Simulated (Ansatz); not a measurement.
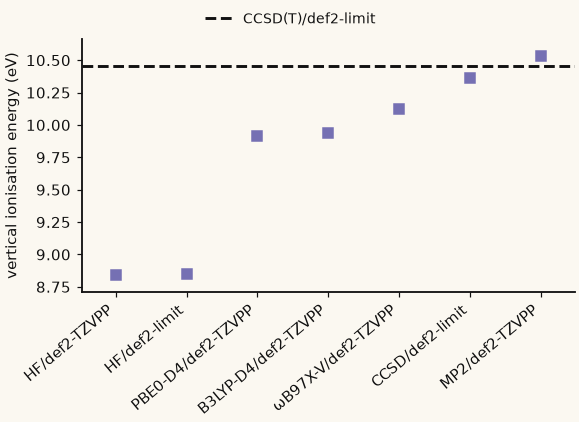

Vertical ionisation energy of C₃H₆O, SMILES C=CCO, taken as the energy of the cation less that of the neutral at fixed geometry (unrestricted doublet cation, cores frozen in correlated methods, no spin-orbit coupling), the Ansatz code, at a PBE0-D4/def2-TZVP geometry (a minimum by its frequencies). Limit means an estimate of the basis limit from triple and quadruple zeta; for coupled cluster it is either extrapolated directly or built as the MP2 limit plus the step from MP2 in triple zeta. The distance of MP2/def2-TZVPP to the limit includes basis error.

> Which level comes closest to the line (CCSD(T)/def2-limit), and which misses most?

Closest MP2/def2-TZVPP (10.53 eV), against 10.46 eV; farthest HF/def2-TZVPP (8.84 eV).

> Give the values.

| level | eV | less CCSD(T)/def2-limit |
| --- | --- | --- |
| HF/def2-TZVPP | 8.84 | −1.61 |
| HF/def2-limit | 8.85 | −1.61 |
| PBE0-D4/def2-TZVPP | 9.92 | −0.54 |
| B3LYP-D4/def2-TZVPP | 9.94 | −0.52 |
| ωB97X-V/def2-TZVPP | 10.12 | −0.34 |
| CCSD/def2-limit | 10.36 | −0.09 |
| MP2/def2-TZVPP | 10.53 | 0.07 |
| CCSD(T)/def2-limit | 10.46 | 0.00 |

Caveats, for all or some of the runs: one conformer of a flexible molecule.
